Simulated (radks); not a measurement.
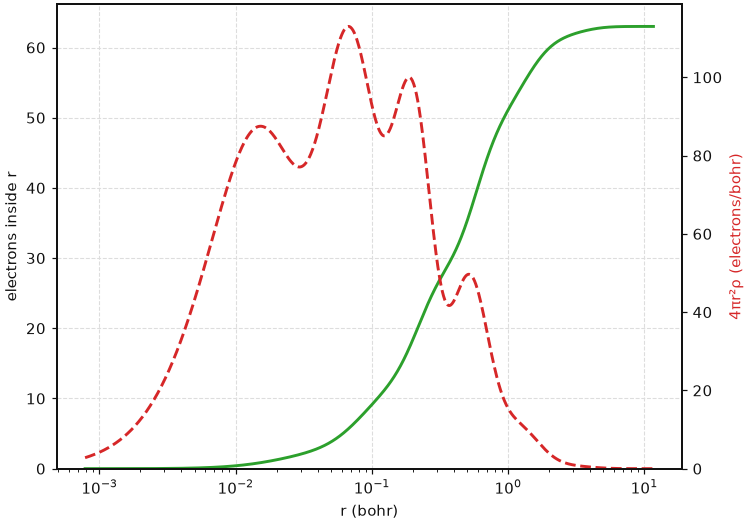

The Gd⁺ ion in the configuration [Xe] 4f7 5d1 6s1 (open shells shared over both j by 2j + 1). Level of theory: Dirac Kohn-Sham, PBEsol, spin-unpolarised, spherical densities, finite nucleus. Computed with the in-house radial solver radks.

The plot shows the number of electrons inside radius r (solid) and the radial density 4πr²ρ (dashed).

Question: Describe it and give its main numbers.

Answer: The count levels off at 63 electrons. Half of them lie within 0.422 bohr, 90 % within 1.48 bohr and 99 % within 3.66 bohr. The radial density has minima at 0.0295, 0.123 and 0.372 bohr, where the count stands at 2.0, 11.1 and 29.4; these part the shells that the density resolves.
